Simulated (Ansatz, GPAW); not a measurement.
# How LiTaO2 (model structure) absorbs and reflects light

Aim: the dielectric function of LiTaO2 (model structure), and the optical constants that follow from it. The cell was made here by substitution or stacking, whether or not such a phase is known. It was built so: All V replaced by Ta in the R-3m structure of LiVO2. The cell is first relaxed with Ansatz.

Main program and level: GPAW 26.7.0; DFT, LDA, plane-wave PAW (GPAW data sets), scalar-relativistic, RPA, optical limit.

**1. Starting point**

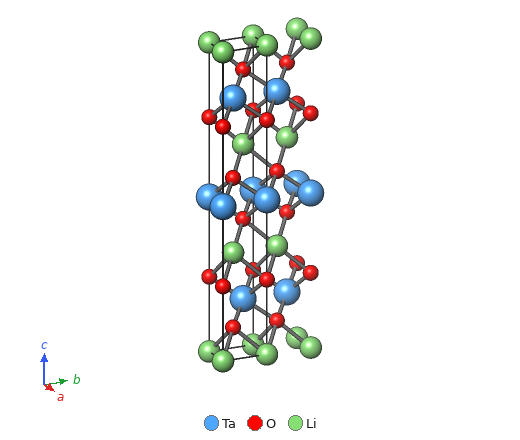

The starting structure, seen slightly off an axis (tantalum blue, oxygen red, lithium green). 1×2×1 cells are drawn. This picture shows the conventional cell, with its axes. Bonds to atoms that aren't drawn are left out. Some periodic images of atoms are drawn too.

**2. Relaxation**

The structure was built or cut out here, so it is relaxed before any spectrum is computed.

This step: DFT, LDA, plane-wave PAW, default files, scalar-relativistic, relaxation (Ansatz 0.2.0).

input.yaml reads:

```yaml
crystal:
  lattice:
    - [1.4712053114, 0.8494007809, 5.1068984803]
    - [-1.4712053114, 0.8494007809, 5.1068984803]
    - [0.0, -1.6988015668, 5.1068984794]
  atoms:
    - { symbol: Ta, position: [0.5, 0.5, 0.5] }
    - { symbol: O, position: [0.7582, 0.7582, 0.7582] }
    - { symbol: O, position: [0.2418, 0.2418, 0.2418] }
    - { symbol: Li, position: [0.0, 0.0, 0.0] }
kpoints:
  mp_grid: { grid: [9, 9, 9] }
scf:
  occupations: { method: fermi_dirac, width: 0.05 }
hamiltonian:
  xc: lda
output:
  forces: true
  stress: true
relax:
  f_tol: 0.02
  max_steps: 50
  cell: {}
```

The run is started by

```console
$ ansatz run input.yaml --threads 1 --pin off --max-ram 4096MiB --backend cpu --events-out ev --progress --plain --runs-dir out
```

Numbers of over 12 decimals in the logs are rounded to 6 here.

What it wrote:

```text
basis.fft_grid_basis auto: the FFT boxes are laid along the combinations [[1, 0, -1], [0, 1, -1], [0, 0, 1]] of the cell's own vectors, 2.942, 2.942 and 5.382 Å long. The dense box has 20×20×36 points. Along the cell's own vectors, as sized, it would have 36×36×36, 3.24 times as many. Of the 12 symmetry operations that the crystal satisfies within crystal.symmetry.tolerance (time reversal apart; of a slab, those that [...]
Engine: ansatz 0.2.0, x86_64-unknown-linux-gnu
Pseudopotentials: kind: paw
Pseudopotential: Ta, paw, valence charge 13, recommended cutoff 420 eV (normal), Ta.paw.azcp
Pseudopotential: O, paw, valence charge 6, recommended cutoff 420 eV (normal), O.paw.azcp
Pseudopotential: Li, paw, valence charge 3, recommended cutoff 420 eV (normal), Li.paw.azcp
Functional definition: SPW92
  exchange = slater_x
  correlation = pw_c
Crystal: 4 atoms, lattice volume = 38.291 Å³
Basis set: ecut = 420 eV, 737 PW (Γ), FFT grids on a1−a3, a2−a3, a3
Bands: 18, of which v1, the nominal top of the filled ones, is band 14 counted from 1 (13 counted from 0)
Symmetry: 12 space group operations
Space group: R-3m (ITA 166), of the structure as read, at distance tolerance 3.4e-5 Å
k-points: 85 of 729
Non-local potential: Ta, projectors of the file, l = 0: 3, l = 1: 2, l = 2: 2, l = 3: 1
Non-local potential: O, projectors of the file, l = 0: 2, l = 1: 2, l = 2: 1
Non-local potential: Li, projectors of the file, l = 0: 3, l = 1: 2, l = 2: 1
PAW form: soft (Blöchl's): semilocal exchange-correlation on the pseudo side does not see the compensation charge
PAW frozen core: Ta, regenerated for the run's functional, and the local potential with it (the file was generated under x = pbe(κ = 0.804, μ = 0.219515), c = pbe(β = 0.066725))
PAW frozen core: O, regenerated for the run's functional, and the local potential with it (the file was generated under x = pbe(κ = 0.804, μ = 0.219515), c = pbe(β = 0.066725))
PAW one-centre angular grid: Ta, 590 points (default); XC on 64 Gauss nodes
PAW one-centre angular grid: O, 110 points (default); XC on 64 Gauss nodes
PAW one-centre angular grid: Li, 110 points (default); XC on 64 Gauss nodes
Initial density: superposition of atomic densities (neutral atoms: chi_scale 0, normalization atom), corrected by the library's trained network
Initial wavefunctions: pseudopotential atomic-orbital guess
Functional: x = slater, c = lda
SCF iter   1: F=—  HF=-10998.209433 eV  |F-HF|=—  |Δ(HF+E_count)|=         —  Δρ=1.38e-2  dr2=5.44e-2  ethr=1.77e-3  ⟨swp⟩=5.9  Hψ=7813  notcnv=0
preconditioner: auto → Kerker (q_TF=auto, 2.590 Å⁻¹)  [metal: Δε(μ)=0.007 eV  Ē_g=12.676 eV  σ=0.050 eV  W_gap=0.03  n_scr=10 (ndim 8)  ℏωp=25.5 eV  f_vac=0.000  D(μ)=0.90/eV (n_scr^D=2)]
SCF iter   2: F=—  HF=-10998.192373 eV  |F-HF|=—  |Δ(HF+E_count)|=   1.71e-2  Δρ=4.26e-3  dr2=2.90e-3  ethr=1.94e-4  ⟨swp⟩=2.5  Hψ=3259  notcnv=0
SCF iter   3: F=—  HF=-10998.191044 eV  |F-HF|=—  |Δ(HF+E_count)|=   1.33e-3  Δρ=1.88e-3  dr2=9.16e-4  ethr=1.04e-5  ⟨swp⟩=2.0  Hψ=1633  notcnv=0
SCF iter   4: F=—  HF=-10998.190794 eV  |F-HF|=—  |Δ(HF+E_count)|=   2.50e-4  Δρ=4.06e-4  dr2=1.23e-4  ethr=3.27e-6  ⟨swp⟩=2.3  Hψ=2263  notcnv=0
SCF iter   5: F=—  HF=-10998.190764 eV  |F-HF|=—  |Δ(HF+E_count)|=   2.99e-5  Δρ=1.06e-4  dr2=1.39e-5  ethr=4.39e-7  ⟨swp⟩=2.5  Hψ=2003  notcnv=0
SCF iter   6: F=—  HF=-10998.190761 eV  |F-HF|=—  |Δ(HF+E_count)|=   3.07e-6  Δρ=3.51e-5  dr2=8.37e-7  ethr=4.97e-8  ⟨swp⟩=2.0  Hψ=2077  notcnv=0
SCF iter   7: F=-10998.190760 eV  HF=-10998.190760 eV  |F-HF|=5.47e-9  |Δ(HF+E_count)|=   2.16e-7  Δρ=8.34e-6  dr2=2.51e-8  ethr=3.57e-10  ⟨swp⟩=5.0  Hψ=5651  notcnv=0
SCF 1 converged in 7 iterations: F = -10998.190760 eV  dr2 = 2.51e-8
  greatest PAW one-centre occupation: 1.000 electrons in one spin orbital (limit 2), on the Ta atom at site 0 (counted from 0), in its partial waves of l = 0
relax step   1: F+E_penalty+E_count = -10998.19076048 eV  Δ(F+E_penalty+E_count) = +0.000e0 eV  max|allowed force component| = 3.484e0 eV/Å  Δτ_max = 0.0000 Å  P = +13.080 GPa  Ω = 38.291 Å³  (7 SCF iters, dr2 threshold 1.00e-7 eV, accepted)
Crystal: 4 atoms, lattice volume = 37.690 Å³
Basis set: ecut = 420 eV, 749 PW (Γ), FFT grids on a1−a3, a2−a3, a3
Initial density: handed on by an earlier stage of this run
Initial wavefunctions: those handed on with the density
iter 1 solved again at ethr=4.64e-4 eV; its pass at ethr=3.10e-3 eV (dr2=1.30e-1 eV) is discarded
SCF iter   1: F=—  HF=-10998.976374 eV  |F-HF|=—  |Δ(HF+E_count)|=         —  Δρ=2.24e-2  dr2=1.31e-1  ethr=4.64e-4  ⟨swp⟩=1.0  Hψ=10354  notcnv=0
preconditioner: auto → Kerker (q_TF=auto, 2.596 Å⁻¹)  [metal: Δε(μ)=0.012 eV  Ē_g=12.162 eV  σ=0.050 eV  W_gap=0.06  n_scr=10 (ndim 8)  ℏωp=25.7 eV  f_vac=0.000  D(μ)=1.07/eV (n_scr^D=2)]
SCF iter   2: F=—  HF=-10998.944649 eV  |F-HF|=—  |Δ(HF+E_count)|=   3.17e-2  Δρ=1.06e-2  dr2=3.17e-2  ethr=4.64e-4  ⟨swp⟩=2.0  Hψ=2396  notcnv=0
SCF iter   3: F=—  HF=-10998.935157 eV  |F-HF|=—  |Δ(HF+E_count)|=   9.49e-3  Δρ=4.33e-3  dr2=6.41e-3  ethr=1.13e-4  ⟨swp⟩=3.0  Hψ=2748  notcnv=0
SCF iter   4: F=—  HF=-10998.933103 eV  |F-HF|=—  |Δ(HF+E_count)|=   2.05e-3  Δρ=8.11e-4  dr2=1.92e-4  ethr=2.29e-5  ⟨swp⟩=2.3  Hψ=2312  notcnv=0
SCF iter   5: F=—  HF=-10998.933057 eV  |F-HF|=—  |Δ(HF+E_count)|=   4.57e-5  Δρ=1.42e-4  dr2=5.71e-6  ethr=6.84e-7  ⟨swp⟩=2.4  Hψ=2507  notcnv=0
SCF iter   6: F=-10998.933057 eV  HF=-10998.933057 eV  |F-HF|=1.26e-7  |Δ(HF+E_count)|=   1.84e-7  Δρ=2.82e-5  dr2=3.23e-7  ethr=1.43e-9  ⟨swp⟩=3.9  Hψ=6069  notcnv=0
SCF 2 converged in 6 iterations: F = -10998.933057 eV  dr2 = 3.23e-7
relax step   2: F+E_penalty+E_count = -10998.93305655 eV  Δ(F+E_penalty+E_count) = -7.423e-1 eV  max|allowed force component| = 6.917e-1 eV/Å  Δτ_max = 0.1432 Å  P = -3.423 GPa  Ω = 37.690 Å³  energy of the carried Pulay correction = +3.191e-3 eV  (6 SCF iters, dr2 threshold 4.00e-7 eV, accepted)
Crystal: 4 atoms, lattice volume = 34.857 Å³
Basis set: ecut = 420 eV, 709 PW (Γ), FFT grids on a1−a3, a2−a3, a3
iter 1 solved again at ethr=6.08e-4 eV; its pass at ethr=3.10e-3 eV (dr2=1.70e-1 eV) is discarded
SCF iter   1: F=—  HF=-10998.829799 eV  |F-HF|=—  |Δ(HF+E_count)|=         —  Δρ=1.81e-2  dr2=1.69e-1  ethr=6.08e-4  ⟨swp⟩=1.0  Hψ=10225  notcnv=0
preconditioner: auto → none  [metal: Δε(μ)=0.049 eV  Ē_g=11.951 eV  σ=0.050 eV  W_gap=0.24  n_scr=4 (ndim 8)  ℏωp=26.7 eV  f_vac=0.000  D(μ)=0.59/eV (n_scr^D=2)]
SCF iter   2: F=—  HF=-10998.792061 eV  |F-HF|=—  |Δ(HF+E_count)|=   3.77e-2  Δρ=6.10e-3  dr2=9.08e-3  ethr=6.02e-4  ⟨swp⟩=2.6  Hψ=2372  notcnv=0
SCF iter   3: F=—  HF=-10998.790377 eV  |F-HF|=—  |Δ(HF+E_count)|=   1.68e-3  Δρ=1.69e-3  dr2=4.10e-4  ethr=3.24e-5  ⟨swp⟩=2.3  Hψ=2428  notcnv=0
SCF iter   4: F=—  HF=-10998.790356 eV  |F-HF|=—  |Δ(HF+E_count)|=   2.15e-5  Δρ=5.14e-4  dr2=3.37e-5  ethr=1.46e-6  ⟨swp⟩=2.0  Hψ=2141  notcnv=0
SCF iter   5: F=—  HF=-10998.790356 eV  |F-HF|=—  |Δ(HF+E_count)|=   1.52e-7  Δρ=8.34e-5  dr2=7.15e-7  ethr=1.20e-7  ⟨swp⟩=2.0  Hψ=2165  notcnv=0
SCF iter   6: F=-10998.790356 eV  HF=-10998.790356 eV  |F-HF|=8.08e-10  |Δ(HF+E_count)|=   1.05e-7  Δρ=1.00e-5  dr2=9.10e-9  ethr=1.43e-9  ⟨swp⟩=4.0  Hψ=5312  notcnv=0
SCF 3 converged in 6 iterations: F = -10998.790356 eV  dr2 = 9.10e-9
  greatest PAW one-centre occupation: 1.000 electrons in one spin orbital (limit 2), on the Li atom at site 3 (counted from 0), in its partial waves of l = 0
relax step   3: F+E_penalty+E_count = -10998.79035571 eV  Δ(F+E_penalty+E_count) = +1.427e-1 eV  max|allowed force component| = 1.233e0 eV/Å  Δτ_max = 0.0895 Å  P = +5.722 GPa  Ω = 34.857 Å³  energy of the carried Pulay correction = +1.893e-2 eV  (6 SCF iters, dr2 threshold 4.00e-7 eV, rejected (line search))
[...]
relax step   4: F+E_penalty+E_count = -10998.99468745 eV  Δ(F+E_penalty+E_count) = -6.163e-2 eV  max|allowed force component| = 1.515e-1 eV/Å  Δτ_max = 0.0437 Å  P = -0.166 GPa  Ω = 36.379 Å³  energy of the carried Pulay correction = +1.033e-2 eV  (10 SCF iters, accepted)
[...]
relax step   5: F+E_penalty+E_count = -10998.99747535 eV  Δ(F+E_penalty+E_count) = -2.788e-3 eV  max|allowed force component| = 1.889e-2 eV/Å  Δτ_max = 0.0076 Å  P = +0.038 GPa  Ω = 36.215 Å³  energy of the carried Pulay correction = +1.124e-2 eV  (5 SCF iters, dr2 threshold 4.00e-7 eV, accepted)
[...]
relax step   6: F+E_penalty+E_count = -10998.99736521 eV  Δ(F+E_penalty+E_count) = +1.101e-4 eV  max|allowed force component| = 4.299e-4 eV/Å  Δτ_max = 0.0010 Å  P = -0.007 GPa  Ω = 36.239 Å³  energy of the carried Pulay correction = +1.110e-2 eV  (4 SCF iters, dr2 threshold 2.48e-8 eV, accepted)
[...]
relax step   7: F+E_penalty+E_count = -10998.99210408 eV  Δ(F+E_penalty+E_count) = +5.261e-3 eV  max|allowed force component| = 1.409e-3 eV/Å  Δτ_max = 0.0000 Å  P = -0.253 GPa  Ω = 36.239 Å³  stress off target by 4.82e-1 GPa  SCF on the basis re-selected at this cell (its energy is not comparable with the rows above)  (6 SCF iters)
[...]
relax step   8: F+E_penalty+E_count = -10998.99236928 eV  Δ(F+E_penalty+E_count) = -2.652e-4 eV  max|allowed force component| = 5.652e-3 eV/Å  Δτ_max = 0.0002 Å  P = -0.056 GPa  Ω = 36.215 Å³  energy of the carried Pulay correction = +1.313e-4 eV  (4 SCF iters, dr2 threshold 4.00e-7 eV, accepted)
[...]
relax step   9: F+E_penalty+E_count = -10998.99238938 eV  Δ(F+E_penalty+E_count) = -2.011e-5 eV  max|allowed force component| = 1.974e-4 eV/Å  Δτ_max = 0.0003 Å  P = +0.004 GPa  Ω = 36.212 Å³  energy of the carried Pulay correction = +1.481e-4 eV  (4 SCF iters, dr2 threshold 1.41e-8 eV, accepted)
iter 1 solved again at ethr=8.63e-8 eV; its pass at ethr=3.10e-3 eV (dr2=2.42e-5 eV) is discarded
SCF iter   1: F=—  HF=-10998.992267 eV  |F-HF|=—  |Δ(HF+E_count)|=         —  Δρ=1.66e-5  dr2=2.31e-8  ethr=8.63e-8  ⟨swp⟩=3.0  Hψ=11064  notcnv=0
SCF iter   2: F=—  HF=-10998.992266 eV  |F-HF|=—  |Δ(HF+E_count)|=   5.05e-7  Δρ=8.71e-6  dr2=9.32e-9  ethr=8.26e-11  ⟨swp⟩=3.0  Hψ=2972  notcnv=0
SCF iter   3: F=—  HF=-10998.992266 eV  |F-HF|=—  |Δ(HF+E_count)|=  9.64e-10  Δρ=3.82e-6  dr2=3.48e-9  ethr=3.33e-11  ⟨swp⟩=2.1  Hψ=2014  notcnv=0
SCF iter   4: F=—  HF=-10998.992266 eV  |F-HF|=—  |Δ(HF+E_count)|=  3.40e-10  Δρ=9.69e-7  dr2=7.82e-10  ethr=1.24e-11  ⟨swp⟩=1.9  Hψ=2009  notcnv=0
SCF iter   5: F=-10998.992266 eV  HF=-10998.992266 eV  |F-HF|=1.09e-11  |Δ(HF+E_count)|=  2.04e-10  Δρ=2.54e-7  dr2=1.97e-11  ethr=1.00e-12  ⟨swp⟩=3.5  Hψ=5994  notcnv=0
SCF 10 converged in 5 iterations: F = -10998.992266 eV  dr2 = 1.97e-11
relax step  10: F+E_penalty+E_count = -10998.99226611 eV  Δ(F+E_penalty+E_count) = +1.233e-4 eV  max|allowed force component| = 9.423e-5 eV/Å  Δτ_max = 0.0000 Å  P = -0.001 GPa  Ω = 36.212 Å³  stress off target by 1.52e-2 GPa  SCF on the basis re-selected at this cell (its energy is not comparable with the rows above)  (5 SCF iters)
basis re-selected at this cell: Δ(F+E_penalty+E_count) = +1.233e-4 eV, ΔP = -0.005 GPa vs the last step (what re-selecting the basis moved, of the pressure what is left beyond the Pulay correction that the steps carried, after the strain that the cell walked since its last selection, with what the two solves' SCF thresholds leave and, on support functions, any second-order correction that the steps lacked; it is no m [...]
SCF converged after 5 iterations
Free energy (F): -10998.992266 eV
Harris-Foulkes:  -10998.992266 eV  (|F-HF|=1.09e-11)
Internal energy: -10998.986290 eV  (E = F + TS)
E sigma→0 (E₀):  -10998.989278 eV
Entropy (-TS):   -0.005976 eV (-1.494 meV/atom)
Fermi energy:    14.451160 eV
--- Per-component energies (eV) ---
  E_band       = -182.720487
  E_kinetic    = 744.767269
  E_local      = -1397.216633  (includes V_loc(G=0)·N_el)
  E_nonlocal   = 88.281904
  E_hartree    = 497.201827
  E_xc         = -375.546371
  E_vxc        = -408.377013  (∫ρ·V_xc dr)
  E_paw        = -8462.854945  (= ΣΔE_a)
  E_vpaw       = -204.584865  (= ΣTr[D̂ρ^β])
  E_aug_tail   = 0.005324  (compensation charges beyond the density's cutoff)
  E_ewald      = -2094.077411
  E_core_change = 0.452746  (= ΣΔE_core)
  E_smearing   = -0.005976  (= −TS)
  E_closure    = 0.000000  (closes the sum)
  Σ components = -10998.992266   (vs F -10998.992266, Δ=0.00e0)
--- Forces (eV/Å), atoms counted from 1 ---
  atom   1  Ta     0.00000000     0.00000000     0.00000000
  atom   2  O      0.00000000     0.00000000    -0.00009423
  atom   3  O      0.00000000    -0.00000000     0.00009423
  atom   4  Li     0.00000000     0.00000000     0.00000000
  max |Σ_I F_I| component: 1.36e-20 eV/Å
--- Stress (GPa, compression-positive) ---
       -0.008410       0.000000      -0.000000
        0.000000      -0.008410      -0.000000
       -0.000000      -0.000000       0.015231
  P = ⅓ Tr σ = -0.0005 GPa (-0.005 kbar)
--- Relaxed structure (8 steps of the walk, 7 accepted, 2 SCFs on fresh bases) ---
  F+E_penalty+E_count = -10998.99226611 eV   max|allowed force component| = 9.423e-5 eV/Å   (the final SCF, on the basis selected at the relaxed cell)
  cell:  # Å, volume = 36.2120 Å³
    - [1.408219, 0.813035, 5.271343]
    - [-1.408219, 0.813035, 5.271343]
    - [0, -1.626071, 5.271343]
  atoms:
    - { symbol: Ta, position: [0.500000, 0.500000, 0.500000] }
    - { symbol: O, position: [0.745596, 0.745596, 0.745596] }
    - { symbol: O, position: [0.254404, 0.254404, 0.254404] }
    - { symbol: Li, position: [6.957296858919243e-19, 6.957296858919243e-19, 6.957296823929468e-19] }
```

The job ended after 15 s (1 thread of Intel Xeon 6975P-C (Granite Rapids), shared host; peak memory 0.42 GiB).

The steps of the relaxation:

```csv
step,energy less that of the first step (eV),largest force component (eV/Å),pressure (GPa),volume (Å³)
1,0.0000,3.4840,13.08,38.29
2,-0.7423,0.6917,-3.42,37.69
3,-0.5996,1.2334,5.72,34.86
4,-0.8039,0.1515,-0.17,36.38
5,-0.8067,0.0189,0.04,36.21
6,-0.8066,0.0004,-0.01,36.24
7*,-0.8013,0.0014,-0.25,36.24
8,-0.8016,0.0057,-0.06,36.22
9,-0.8016,0.0002,0.00,36.21
10*,-0.8015,0.0001,0.00,36.21
```

Relaxation steps marked * repeat the geometry before them on a plane-wave basis chosen anew for their cell, so energy and pressure can jump there. Relaxation step 3 was tried and not accepted.

The run keeps the 12 symmetry operations that it works with, so distortions that break them were not tested.

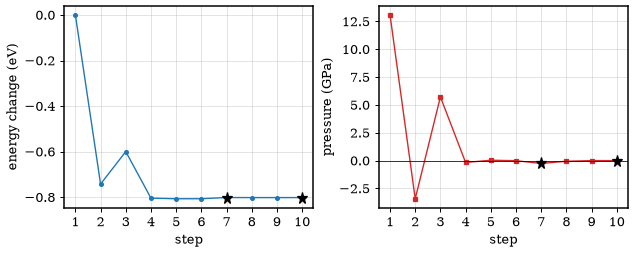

Energy and pressure along the relaxation. Stars mark steps on a basis chosen anew.

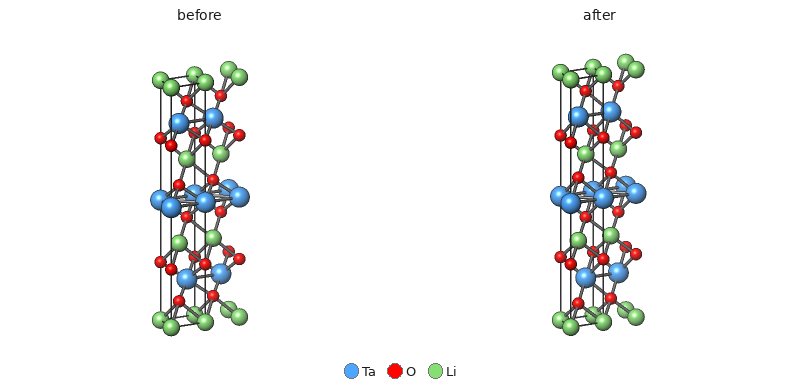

Before and after, at one scale. Bonds to atoms that aren't drawn are left out.

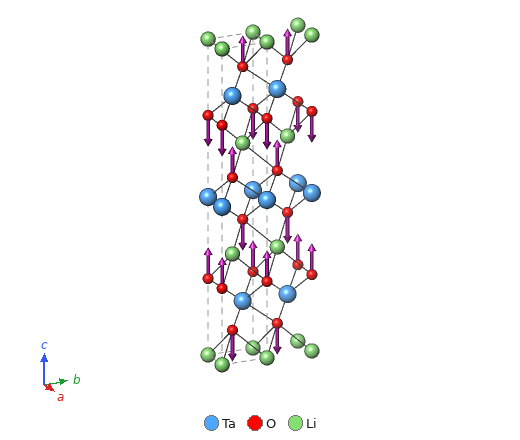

Displacements in the relaxation, exaggerated, measured against the changing cell; the longest in the cell stands for 0.20 Å. Bonds to atoms that aren't drawn are left out. 1×2×1 conventional cells are drawn. Some periodic images of atoms are drawn too.

```csv
"conventional cell, symmetrised",before,after,change
a (Å),2.942,2.816,-4.3 %
b (Å),2.942,2.816,-4.3 %
c (Å),15.321,15.814,+3.2 %
volume (Å³/atom),9.57,9.05,-5.4 %
```

The atoms that moved most (Å, as changes of fractional coordinates times the final cell):

```csv
atom,dx,dy,dz,length
O3,0.000,0.000,0.199,0.199
O2,0.000,0.000,-0.199,0.199
```

The relaxed structure:

```
Ta O Li
1.0
     1.40822    0.81304    5.27134
    -1.40822    0.81304    5.27134
     0.00000   -1.62607    5.27134
Ta O Li
1 2 1
Direct
  0.50000 0.50000 0.50000
  0.74560 0.74560 0.74560
  0.25440 0.25440 0.25440
  0.00000 0.00000 0.00000
```

The relaxation ends with a largest force component of 9.4e-5 eV/Å and a pressure of 0.00 GPa.

(Part 1 of 2 ends here.)

[Machine, clock and banner lines and Python warnings are left out of the logs.]

[Logs are printed without paths, hosts, clocks, repeated set-up lines and the standing remarks that a program may print on its own settings, such as how far it seeks lower states.]

[Hosts, paths, dates, database ids (printed as entryN), source tags and the programs' standing remarks are cut or masked in the printed files.]
